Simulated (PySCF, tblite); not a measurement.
# C3H7F2OSi radical: geometry, infrared bands and EPR parameters

Wanted: the infrared bands and EPR parameters of C3H7F2OSi radical (`C[CH]O[SiH2]C(F)F`), by calculation.

The runs use tblite 0.8.0 and PySCF 2.14.0, with density-fitted response routines of our own; the level of theory stands in each step. All values are computed, except where a source is named. Atoms count from 0, in the outputs and in this text.

### Step 1. The molecule as given

14 atoms, charge 0, multiplicity 2; geometry from: force field or distance geometry start.

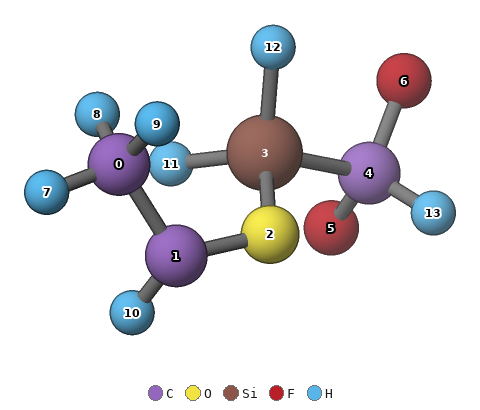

As it starts; carbon purple, oxygen yellow, silicon brown, fluorine red, hydrogen blue, atoms numbered.

### Step 2. Optimising the geometry with GFN2-xTB

Job settings and geometry (Å):

```
{"job": {"kind": "relax", "xc": "GFN2-xTB", "basis": "xTB"}, "charge": 0, "multiplicity": 2}
C     -2.282200    -0.070000     0.189200
C     -1.471700    -0.445200    -1.008200
O     -0.199500    -0.936800    -0.699200
Si     0.719600     0.099000     0.281500
C      2.562800    -0.099300    -0.003300
F      2.999600     0.935300    -0.833900
F      3.206000    -0.039100     1.212500
H     -3.271300     0.290800    -0.199600
H     -1.865800     0.759600     0.773600
H     -2.526700    -0.949000     0.813800
H     -1.505300     0.265000    -1.829800
H      0.396100     1.481400     0.011400
H      0.431100    -0.217800     1.718600
H      2.806600    -1.074200    -0.448700
```

Run with:

```sh
$ OMP_NUM_THREADS=1 python probes_run.py task.json out
```

The driver reads the jobs from task.json and runs them one after another.

**Question.** This job is followed by: GFN2-xTB harmonic vibrations, gas phase; UKS B3LYP, pcH-1 on C F H O Si, non-relativistic, mean-field spin-orbit, GIAO. What will the session give for the following? strongest single infrared mode (GFN2-xTB); zero-point energy (GFN2-xTB); g(iso) (B3LYP); ⟨S²⟩; largest a(iso) (averaged by class); surface potential, least and greatest.

The runs gave:

| quantity | value |
| --- | --- |
| strongest single infrared mode (GFN2-xTB) | 2248 cm⁻¹, 354 km/mol |
| zero-point energy (GFN2-xTB) | 57.9 kcal/mol |
| g(iso) (B3LYP) | 2.00307 |
| ⟨S²⟩ | 0.754 (exact 0.75) |
| largest a(iso) (averaged by class) | 13C on C1, 105.9 MHz |
| surface potential, least and greatest | -0.98 V and 1.45 V |

What this shows: The optimisation took 100 steps and gained 0.765 eV; among the close pairs (by a distance rule), O2–Si3 changed most, from 1.697 to 1.618 Å. No mode is imaginary among the 36: a minimum at this level. The strongest single mode, at 2248 cm⁻¹, moves mainly H12 and H11. Unscaled tight-binding wavenumbers are off by several per cent, some by more. Its intensities can rank the bands wrongly. C1 carries the largest spin population, 0.93 e. The isotropic g lies 0.7 ppt above the free-electron value.
